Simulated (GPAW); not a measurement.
**Mg/Al(100): work function by functional and basis**

How far do functional and basis move the work function of Mg/Al(100)?

Method: GPAW, PAW setups; slab in vacuum, relaxation, in the first sound run; inputs show where later runs differ, in GPAW 26.7.0.

**1. The structure**

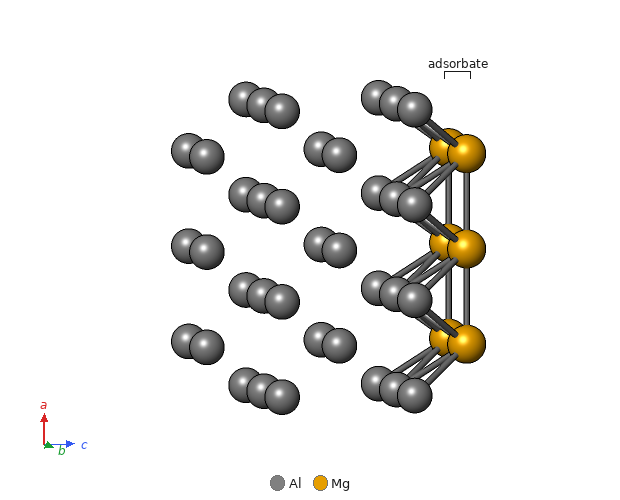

Start, viewed from the side, with the c axis across the page; aluminium grey, magnesium orange. 3×2×1 cells are drawn. Some periodic images of atoms are drawn too.

The cell holds 5 atoms: 4 Al and 1 Mg. Cell: a = 2.864 Å, b = 2.864 Å, c = 23.937 Å, α = 90.0°, β = 90.0°, γ = 90.0°. Vacuum lies along c.

**2. Relaxing the atoms**

The atoms are relaxed first, since the surface dipole, and with it the work function, follows the positions of the outer layers. The lowest 2 atoms are held at bulk positions and keep their forces.

run.py reads:

```python
import json
import numpy as np
from ase import Atoms
from ase.constraints import FixAtoms
from ase.optimize import BFGS
from gpaw import GPAW, PW

slab = Atoms(
    ['Al', 'Al', 'Al', 'Al', 'Mg'],
    positions=[
        [1.43189, 1.43189, 8.00000],
        [0.00000, 0.00000, 10.02500],
        [1.43189, 1.43189, 12.05000],
        [0.00000, 0.00000, 14.07500],
        [1.43189, 1.43189, 15.93709]],
    cell=[[2.86378, 0.0, 0.0], [0.0, 2.86378, 0.0], [0.0, 0.0, 23.93709]],
    pbc=[True, True, False])

slab.calc = GPAW(mode=PW(400), xc='PBE', kpts={'size': (11, 11, 1), 'gamma': True},
                 occupations={'name': 'fermi-dirac', 'width': 0.1}, nbands='200%',
                 convergence={'density': 1e-05}, maxiter=200,
                 poissonsolver={'dipolelayer': 'xy'},
                 symmetry={'tolerance': 1e-3, 'extra_ids': [1, 1, 0, 0, 0]}, txt='slab.txt')
result = {}
slab.set_constraint(FixAtoms([0, 1]))
path = []
opt = BFGS(slab, maxstep=0.2)
opt.attach(lambda: path.append((slab.get_potential_energy(), slab.positions.tolist(), slab.get_forces().tolist())))
result['relaxed'] = bool(opt.run(fmax=0.03, steps=40))
result['path'] = path
energy = slab.get_potential_energy()
fermi = slab.calc.get_fermi_level()
v = slab.calc.get_electrostatic_potential().mean((0, 1)) - fermi
n = slab.calc.get_pseudo_density().mean((0, 1))
L = slab.cell[2, 2]
z = np.arange(len(v)) * L / len(v)
low, high = slab.positions[:, 2].min(), slab.positions[:, 2].max()
below, above = np.interp([low - 5.8, high + 5.8], z, v)
slopes = [np.interp(x, z, np.gradient(v, z)) for x in (low - 5.8, high + 5.8)]
eps = np.array([[slab.calc.get_eigenvalues(k, s) for k in range(len(slab.calc.get_ibz_k_points()))]
                for s in range(slab.calc.get_number_of_spins())]) - fermi
top, bottom = eps[eps < 0].max(), eps[eps > 0].min()
dipole = slab.get_dipole_moment()[2]
print(f'energy {energy:.4f} eV, Fermi level {fermi:.4f} eV, dipole {dipole:.5f} e A')
print(f'potential 5.8 A off the faces, from the Fermi level: lower {below:.4f} eV, upper {above:.4f} eV')
print(f'slope of the potential there: lower {slopes[0]:.5f}, upper {slopes[1]:.5f} eV/A')
print(f'nearest levels on the mesh: {top:.4f} and {bottom:.4f} eV')
print('magnetic moment', round(slab.get_magnetic_moment(), 3))
result.update(energy=energy, fermi=fermi, dipole=dipole, below=below, above=above, slopes=slopes, edges=[top, bottom],
              z=z.tolist(), v=v.tolist(), n=n.tolist(), positions=slab.positions.tolist(),
              forces=slab.get_forces(apply_constraint=False).tolist(), moments=slab.get_magnetic_moments().tolist())
json.dump(result, open('result.json', 'w'))
```

The run is started by

```console
> OMP_NUM_THREADS=1 OPENBLAS_NUM_THREADS=1 python run.py
```

What it wrote:

```text
Step          Energy          fmax
BFGS:    0      -15.409583        1.147719
BFGS:    1      -15.439573        1.030378
BFGS:    2      -15.553136        0.329296
BFGS:    3      -15.560085        0.298737
BFGS:    4      -15.566020        0.320726
BFGS:    5      -15.572863        0.330186
BFGS:    6      -15.578860        0.258239
BFGS:    7      -15.582151        0.155576
BFGS:    8      -15.583716        0.180366
BFGS:    9      -15.584861        0.187533
BFGS:   10      -15.587510        0.180420
BFGS:   11      -15.592507        0.169938
BFGS:   12      -15.599587        0.143913
BFGS:   13      -15.603919        0.092302
BFGS:   14      -15.605141        0.028055
energy -15.5658 eV, Fermi level 0.6354 eV, dipole 0.02119 e A
potential 5.8 A off the faces, from the Fermi level: lower 4.3020 eV, upper 3.8351 eV
slope of the potential there: lower -0.00006, upper 0.00016 eV/A
nearest levels on the mesh: -0.0003 and 0.0007 eV
magnetic moment 0.0
```

Run time: 7.9 min. Hardware: 1 thread of Arm Neoverse V1, shared host; peak memory 0.2 GiB.

Relaxation path:

| step | energy less that of the first step (eV) | largest force (eV/Å) |
| --- | --- | --- |
| 1 | 0.0000 | 1.1477 |
| 2 | -0.0301 | 1.0304 |
| 3 | -0.1423 | 0.3293 |
| 4 | -0.1487 | 0.2987 |
| 5 | -0.1542 | 0.3207 |
| 6 | -0.1609 | 0.3302 |
| 7 | -0.1670 | 0.2582 |
| 8 | -0.1706 | 0.1556 |
| 9 | -0.1725 | 0.1804 |
| 10 | -0.1738 | 0.1875 |
| 11 | -0.1768 | 0.1804 |
| 12 | -0.1820 | 0.1699 |
| 13 | -0.1889 | 0.1439 |
| 14 | -0.1926 | 0.0923 |
| 15 | -0.1935 | 0.0281 |

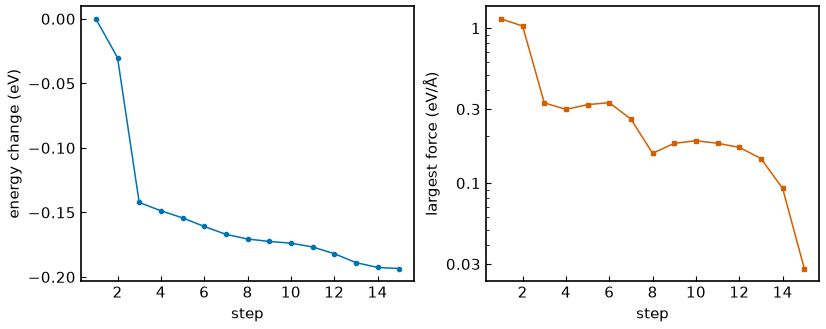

Energy and largest force along the relaxation.

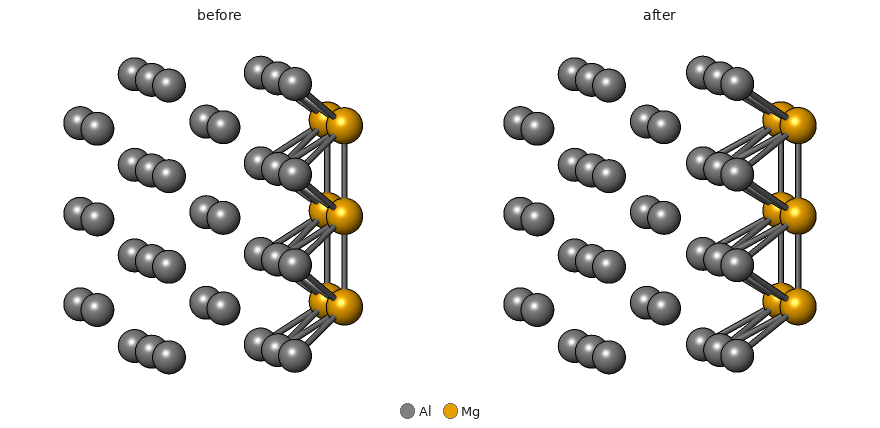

Before and after, at one scale.

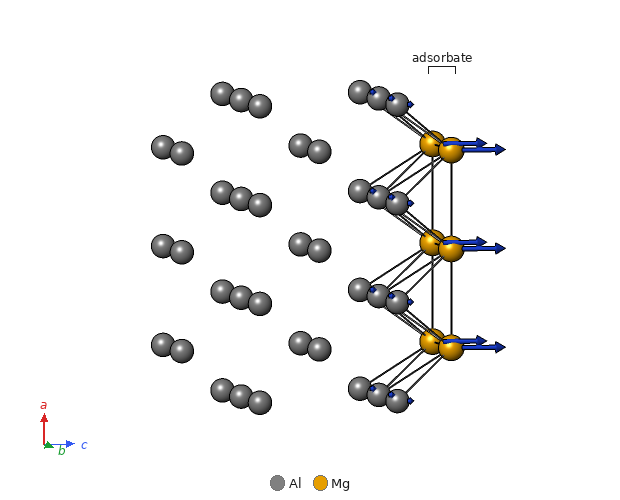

Displacements in the relaxation, exaggerated; the longest in the cell stands for 0.44 Å. 3×2×1 cells are drawn. Some periodic images of atoms are drawn too.

The atoms that moved most (Å):

| atom | dx | dy | dz | length |
| --- | --- | --- | --- | --- |
| Mg5 | 0.000 | 0.000 | 0.439 | 0.439 |
| Al4 | 0.000 | 0.000 | 0.070 | 0.070 |
| Al3 | 0.000 | 0.000 | 0.018 | 0.018 |

Final coordinates:

```xyz
5
Lattice="2.8638 0.0000 0.0000 0.0000 2.8638 0.0000 0.0000 0.0000 23.9371" Properties=species:S:1:pos:R:3
Al    1.4319    1.4319    8.0000
Al    0.0000    0.0000   10.0250
Al    1.4319    1.4319   12.0682
Al    0.0000    0.0000   14.1451
Mg    1.4319    1.4319   16.3763
```

This step gave:

| Property | Result |
| --- | --- |
| dipole along the normal | 0.02119 e·Å |
| levels nearest the Fermi level on the mesh | -2.72e-4, 6.98e-4 eV from the Fermi level |
| upper work function | 3.835 eV |
| lower work function | 4.302 eV |

The electrostatic potential energy of an electron (without an applied field's), less the Fermi level, planar mean oscillates, so the rows of the table below give means over windows of 2.14 Å about each position, cut where the curve ends. Its maxima inside the range that stand out by 2 % of the span (Å: eV): 9.0: -2.03, 11.0: -1.85, 13.1: -1.66, 15.3: -0.590. Its minima: 8.0: -13.3, 10.0: -13.5, 12.1: -13.5, 14.1: -13.3, 16.3: -11.1.

Table of electrostatic potential energy of an electron (without an applied field's), less the Fermi level, planar mean by z; means over each step:

| z (Å) | electrostatic potential energy of an electron (without an applied field's), less the Fermi level, planar mean (eV) |
| --- | --- |
| 1.07 | 4.28 |
| 3.21 | 4.30 |
| 5.35 | 4.13 |
| 7.49 | -5.00 |
| 9.63 | -6.98 |
| 11.77 | -6.82 |
| 13.91 | -6.64 |
| 16.05 | -5.21 |
| 18.19 | 2.43 |
| 20.33 | 3.82 |
| 22.47 | 3.84 |

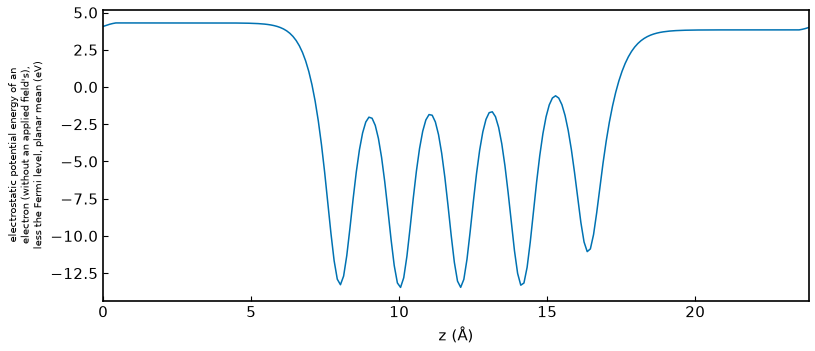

Electrostatic potential energy of an electron (without an applied field's), less the Fermi level, planar mean against z.

Pseudo valence density, planar mean against z:

| z (Å) | pseudo valence density, planar mean (e/Å³) |
| --- | --- |
| 4 | 6.9e-5 |
| 5 | 9.4e-4 |
| 6 | 0.0114 |
| 7 | 0.0926 |
| 8 | 0.135 |
| 9 | 0.195 |
| 10 | 0.135 |
| 11 | 0.196 |
| 12 | 0.135 |
| 13 | 0.190 |
| 14 | 0.144 |
| 15 | 0.165 |
| 16 | 0.604 |
| 17 | 0.183 |
| 18 | 0.0253 |
| 19 | 0.00324 |
| 20 | 3.3e-4 |
| 21 | 3.0e-5 |

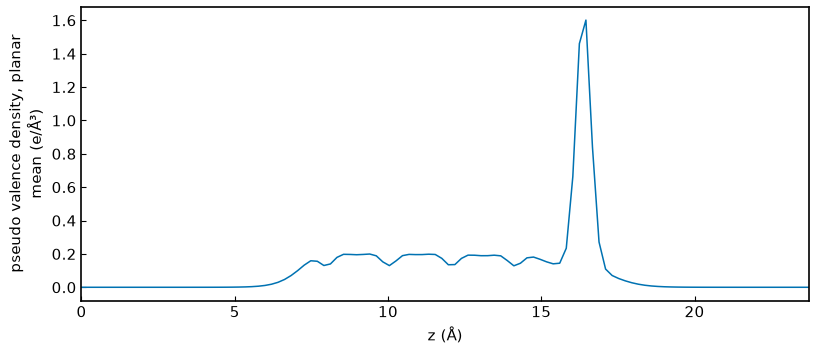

Pseudo valence density, planar mean against z.

The relaxation lowered the energy of the cell by 0.193 eV (energies extrapolated to zero smearing; the optimiser's log prints free energies). The largest force left on a free atom is 0.028 eV/Å.

**3. Plane waves, PBE**

The work function is the vacuum plateau of the electrostatic potential less the Fermi level; a dipole layer lets the two faces have plateaus of their own.

This step: GPAW, PAW setups; slab in vacuum (GPAW 26.7.0).

run.py, as its differences from that of step 2:

```diff
@@ -3,4 +3,2 @@
 from ase import Atoms
-from ase.constraints import FixAtoms
-from ase.optimize import BFGS
 from gpaw import GPAW, PW
@@ -12,5 +10,5 @@
         [0.00000, 0.00000, 10.02500],
-        [1.43189, 1.43189, 12.05000],
-        [0.00000, 0.00000, 14.07500],
-        [1.43189, 1.43189, 15.93709]],
+        [1.43189, 1.43189, 12.06822],
+        [-0.00000, 0.00000, 14.14506],
+        [1.43189, 1.43189, 16.37634]],
     cell=[[2.86378, 0.0, 0.0], [0.0, 2.86378, 0.0], [0.0, 0.0, 23.93709]],
@@ -22,10 +20,4 @@
                  poissonsolver={'dipolelayer': 'xy'},
-                 symmetry={'tolerance': 1e-3, 'extra_ids': [1, 1, 0, 0, 0]}, txt='slab.txt')
+                 symmetry={'tolerance': 1e-3}, txt='slab.txt')
 result = {}
-slab.set_constraint(FixAtoms([0, 1]))
-path = []
-opt = BFGS(slab, maxstep=0.2)
-opt.attach(lambda: path.append((slab.get_potential_energy(), slab.positions.tolist(), slab.get_forces().tolist())))
-result['relaxed'] = bool(opt.run(fmax=0.03, steps=40))
-result['path'] = path
 energy = slab.get_potential_energy()
```

What it wrote:

```text
energy -15.5658 eV, Fermi level 0.6354 eV, dipole 0.02119 e A
potential 5.8 A off the faces, from the Fermi level: lower 4.3020 eV, upper 3.8350 eV
slope of the potential there: lower -0.00006, upper 0.00016 eV/A
nearest levels on the mesh: -0.0003 and 0.0007 eV
magnetic moment 0.0
```

Wall time 35 s (1 thread); peak memory 0.2 GiB.

Numbers from this step:

```
levels nearest the Fermi level on the mesh : -2.74e-4, 7.00e-4 eV from the Fermi level
```

The electrostatic potential energy of an electron (without an applied field's), less the Fermi level, planar mean oscillates, so the rows of the table below give means over windows of 2.14 Å about each position, cut where the curve ends. Its maxima inside the range that stand out by 2 % of the span (Å: eV): 9.0: -2.03, 11.0: -1.85, 13.1: -1.66, 15.3: -0.590. Its minima: 8.0: -13.3, 10.0: -13.5, 12.1: -13.5, 14.1: -13.3, 16.3: -11.1.

Table of electrostatic potential energy of an electron (without an applied field's), less the Fermi level, planar mean by z; means over each step:

(Unchanged from step 2.)

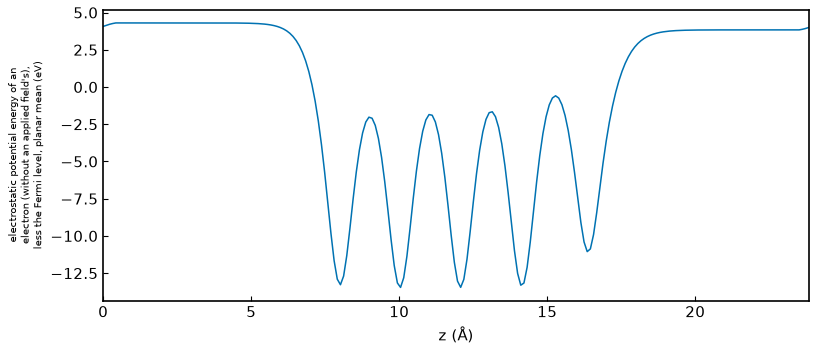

Electrostatic potential energy of an electron (without an applied field's), less the Fermi level, planar mean against z.

Table of pseudo valence density, planar mean by z:

| z (Å) | pseudo valence density, planar mean (e/Å³) |
| --- | --- |
| 4 | 6.9e-5 |
| 6 | 0.0114 |
| 8 | 0.135 |
| 10 | 0.135 |
| 12 | 0.135 |
| 14 | 0.144 |
| 16 | 0.604 |
| 18 | 0.0253 |
| 20 | 3.3e-4 |
| 22 | 2.2e-6 |

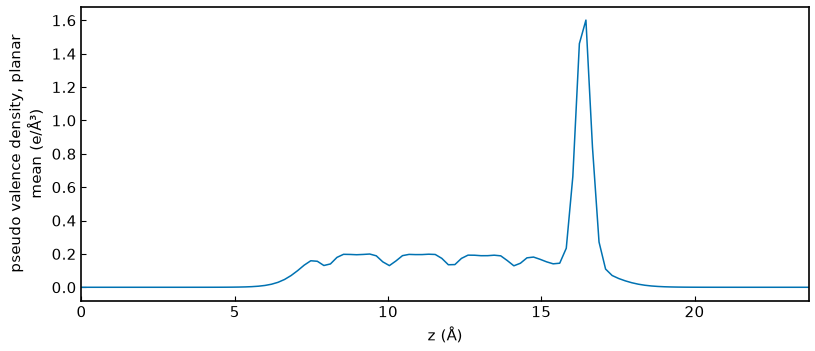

Pseudo valence density, planar mean against z.

Force by atom:

| atom | x (eV/Å) | y (eV/Å) | z (eV/Å) | size |
| --- | --- | --- | --- | --- |
| Al1 | 0.000 | 0.000 | -0.099 | 0.099 |
| Al2 | 0.000 | 0.000 | 0.112 | 0.112 |
| Al3 | 0.000 | 0.000 | -0.002 | 0.002 |
| Al4 | 0.000 | 0.000 | -0.028 | 0.028 |
| Mg5 | 0.000 | 0.000 | 0.017 | 0.017 |

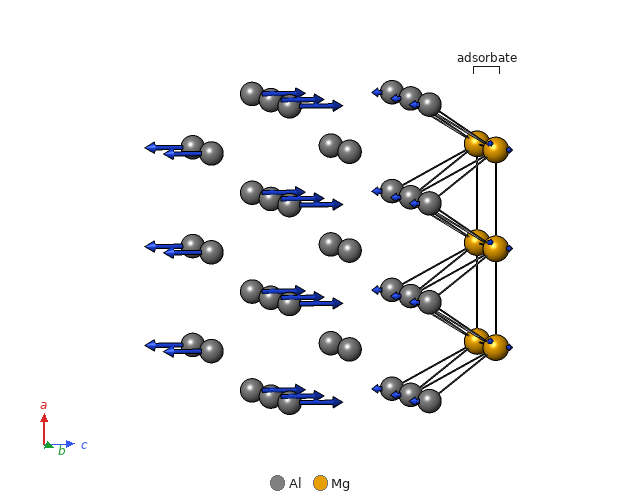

Force as arrows, the longest 0.112 eV/Å. 3×2×1 cells are drawn. Some periodic images of atoms are drawn too.

The potential is flat to 1.6e-4 eV/Å where it is read, so the vacuum is wide enough.

**4. Self-consistent run: xc = "vdW-DF2"**

The same geometry under vdW-DF2, to see how far the functional moves the levels against the vacuum (the van der Waals functionals take revPBE setups).

run.py, as its differences from that of step 3:

```diff
@@ -16,3 +16,3 @@
 
-slab.calc = GPAW(mode=PW(400), xc='PBE', kpts={'size': (11, 11, 1), 'gamma': True},
+slab.calc = GPAW(mode=PW(400), xc='vdW-DF2', kpts={'size': (11, 11, 1), 'gamma': True},
                  occupations={'name': 'fermi-dirac', 'width': 0.1}, nbands='200%',
```

What it wrote:

```text
energy -121.1385 eV, Fermi level 0.5466 eV, dipole 0.02265 e A
potential 5.8 A off the faces, from the Fermi level: lower 4.4697 eV, upper 3.9704 eV
slope of the potential there: lower -0.00023, upper 0.00051 eV/A
nearest levels on the mesh: -0.0061 and 0.1148 eV
magnetic moment 0.0
```

Elapsed: 45 s, on 1 thread; peak memory 0.31 GiB.

Numbers from this step:

| Property | Result |
| --- | --- |
| dipole along the normal | 0.02265 e·Å |
| levels nearest the Fermi level on the mesh | -0.006096, 0.1148 eV from the Fermi level |
| upper work function | 3.970 eV |
| lower work function | 4.470 eV |

The electrostatic potential energy of an electron (without an applied field's), less the Fermi level, planar mean oscillates, so the rows of the table below give means over windows of 2.14 Å about each position, cut where the curve ends. Its maxima inside the range that stand out by 2 % of the span (Å: eV): 9.0: -2.04, 11.0: -1.85, 13.1: -1.67, 15.3: -0.609. Its minima: 8.0: -13.2, 10.0: -13.4, 12.1: -13.4, 14.1: -13.3, 16.3: -10.9.

Electrostatic potential energy of an electron (without an applied field's), less the Fermi level, planar mean against z; means over each step:

| z (Å) | electrostatic potential energy of an electron (without an applied field's), less the Fermi level, planar mean (eV) |
| --- | --- |
| 1.07 | 4.45 |
| 3.21 | 4.47 |
| 5.35 | 4.26 |
| 7.49 | -4.94 |
| 9.63 | -6.97 |
| 11.77 | -6.82 |
| 13.91 | -6.62 |
| 16.05 | -5.13 |
| 18.19 | 2.51 |
| 20.33 | 3.95 |
| 22.47 | 3.97 |

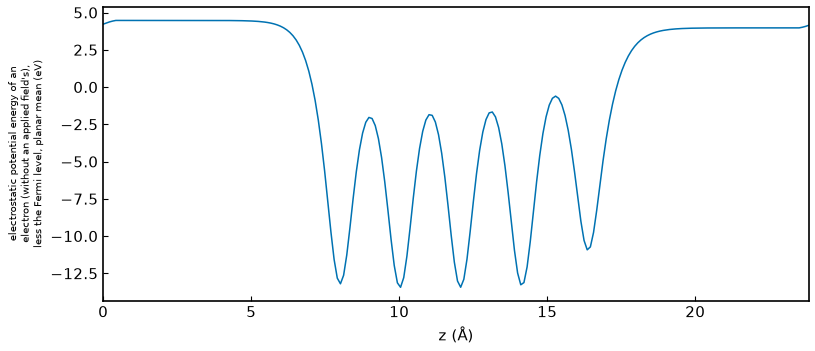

Electrostatic potential energy of an electron (without an applied field's), less the Fermi level, planar mean against z.

Table of pseudo valence density, planar mean by z:

| z (Å) | pseudo valence density, planar mean (e/Å³) |
| --- | --- |
| 4 | 1.1e-4 |
| 6 | 0.0119 |
| 8 | 0.136 |
| 10 | 0.135 |
| 12 | 0.135 |
| 14 | 0.145 |
| 16 | 0.604 |
| 18 | 0.0240 |
| 20 | 4.4e-4 |
| 22 | 6.2e-6 |

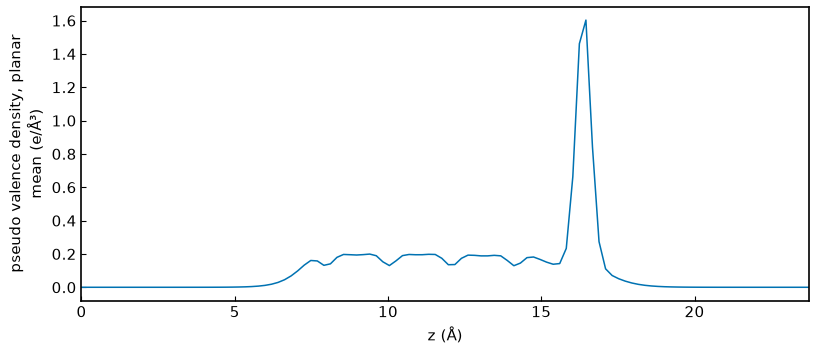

Pseudo valence density, planar mean, plotted against z.

Force by atom:

| atom | x (eV/Å) | y (eV/Å) | z (eV/Å) | size |
| --- | --- | --- | --- | --- |
| Al1 | 0.000 | 0.000 | -0.255 | 0.255 |
| Al2 | 0.000 | 0.000 | 0.141 | 0.141 |
| Al3 | 0.000 | 0.000 | -0.020 | 0.020 |
| Al4 | 0.000 | 0.000 | 0.011 | 0.011 |
| Mg5 | 0.000 | 0.000 | 0.121 | 0.121 |

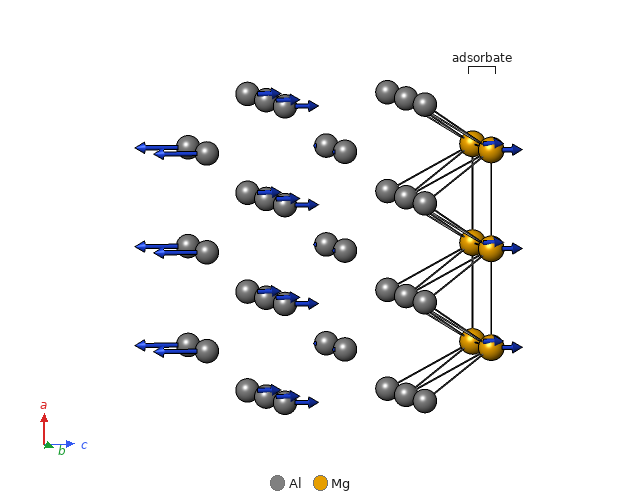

Force as arrows, the longest 0.255 eV/Å. 3×2×1 cells are drawn. Some periodic images of atoms are drawn too.

The upper face's work function is 3.970 eV, against 3.835 eV in the first plane-wave PBE run at this geometry.

(Continued in part 2 of 2.)

[Logs are printed without paths, hosts, clocks, repeated set-up lines and the standing remarks that a program may print on its own settings, such as how far it seeks lower states.]

[Hosts, paths, dates, database ids (printed as entryN), source tags and the programs' standing remarks are cut or masked in the printed files.]
